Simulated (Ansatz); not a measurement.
# Run report: BH3F, frequency calculation

- system: BH3F, multiplicity 2
- method: UKS B3LYP/def2-SVP (Ansatz 0.2.0)

It belongs to a series of runs on one base structure; here: vibrations at the highest image of the band.

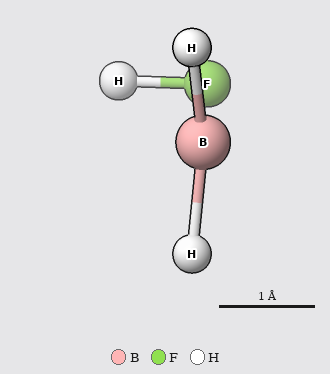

*The structure as given in the input (ball-and-stick view, seen at an oblique angle).*

### Summary

```csv
quantity,value
outcome,converged
total energy,−3436.1582 eV
mean-field energy,−3436.1582 eV
⟨S²⟩,0.754
largest force (length of the vector),0.001 eV/Å
hardware,"1 thread of Arm Neoverse V1, 24 GiB of memory available, shared host"
wall time,21 s
peak memory,0.095 GiB
```

### Input
```yaml
crystal:
  periodic: [false, false, false]
  atoms:
    - { symbol: B, position_ang: [2.0e-05, 0.012971, -0.043024] }
    - { symbol: F, position_ang: [-9.4e-05, 0.603116, 1.682304] }
    - { symbol: H, position_ang: [1.1532, -0.178488, -0.260997] }
    - { symbol: H, position_ang: [-1.153126, -0.178491, -0.261166] }
    - { symbol: H, position_ang: [0.0, -0.259108, 2.052883] }
magnetization:
  spin_polarized: true
  initial_magnetization: 1
basis:
  gaussian: { orbitals: def2-SVP }
hamiltonian:
  xc: b3lyp
phonons: {}
```

Run as:
```bash
ansatz run input.yaml --threads 1 --pin off --max-ram 2048MiB --backend cpu --events-out ev --progress --plain --runs-dir out
```

### Output
```
Engine: ansatz 0.2.0, aarch64-unknown-linux-gnu
Functional definition: B3LYP
  parameter a0 = 0.2
  parameter ax = 0.72
  parameter ac = 0.81
  exchange = (1 - a0 - ax)*slater_x + ax*b88_x + a0*exact_x
  correlation = (1 - ac)*vwn_rpa_c + ac*lyp_c
467 factors; integrals over basis functions are off by at most 5.1e-4 eV
mean field evaluation 1: about -3434.9251 eV, gradient 1.5e1 eV
mean field evaluation 2: about -3435.2939 eV, gradient 1.6e1 eV
mean field evaluation 4: about -3436.1415 eV, gradient 5.8e-1 eV
mean field evaluation 8: about -3436.1581 eV, gradient 9.9e-3 eV
mean field -3436.15805204 eV, -126.2764793009 hartree, gradient 7.3e-5 eV, S^2 0.754139; 0 other end points of the search recorded, 0 dependent functions left out
the calculation of the forces begins
reference -3436.15823534 eV, -126.2764860371 hartree; 9, 8 occupied and 34, 35 virtual orbitals, 467 factors
these checks for a lower state are left out or cut short: stability, starts, cluster_reference, orbital_swaps, neighbouring_geometries, increment
467 factors; integrals over basis functions are off by at most 5.1e-4 eV
mean field evaluation 16: about -3436.1434 eV, gradient 1.1e-1 eV
mean field -3436.15789201 eV, -126.2764734200 hartree, gradient 1.0e-6 eV, S^2 0.754139; 0 other end points of the search recorded, 0 dependent functions left out
[... from here on the field's lines of each further geometry are left out, up to the last ...]
the calculation of the forces begins
reference -3436.15820423 eV, -126.2764848938 hartree; 9, 8 occupied and 34, 35 virtual orbitals, 467 factors
these checks for a lower state are left out or cut short: stability, starts, cluster_reference, orbital_swaps, neighbouring_geometries, increment
467 factors; integrals over basis functions are off by at most 5.1e-4 eV
mean field evaluation 192: about -3436.1580 eV, gradient 3.0e-5 eV
mean field -3436.15802047 eV, -126.2764781408 hartree, gradient 1.1e-6 eV, S^2 0.754140; 0 other end points of the search recorded, 0 dependent functions left out
the calculation of the forces begins
reference -3436.15820374 eV, -126.2764848756 hartree; 9, 8 occupied and 34, 35 virtual orbitals, 467 factors
WARN: phonons: modes at or below zero, which the zero-point energy, F, S and C_V leave out: 1, the lowest at -782.13 cm⁻¹. A minimum has none, and a first-order saddle one
Total energy: -3436.15823534 eV, -126.2764860371 hartree
Atom 0 at     0.000020     0.012971    -0.043024 Å, force     0.000023    -0.000280     0.000778 eV/Å
Atom 1 at    -0.000094     0.603116     1.682304 Å, force     0.000007     0.000400    -0.000541 eV/Å
Atom 2 at     1.153200    -0.178488    -0.260997 Å, force     0.000084     0.000154    -0.000176 eV/Å
Atom 3 at    -1.153126    -0.178491    -0.261166 Å, force    -0.000101     0.000144    -0.000166 eV/Å
Atom 4 at     0.000000    -0.259108     2.052883 Å, force    -0.000013    -0.000418     0.000105 eV/Å
Dipole moment:     0.000009    -0.197231     0.578983 e Å
Vibrations: -782.13 207.00 323.14 425.52 740.52 1085.23 2629.82 2874.05 3864.39 cm⁻¹, zero-point energy 0.753183 eV
```

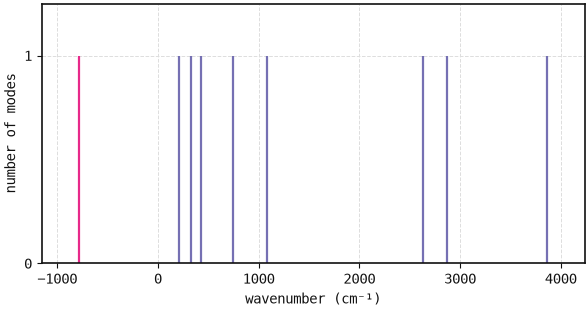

*Harmonic vibrational wavenumbers from the force constants; neighbouring modes closer than 21 cm⁻¹ are counted in one stick, and imaginary ones are drawn at negative wavenumbers.*

9 modes from 782i to 3864 cm⁻¹, 1 imaginary beyond 8i (782i cm⁻¹): a first-order saddle point, if the geometry is stationary.
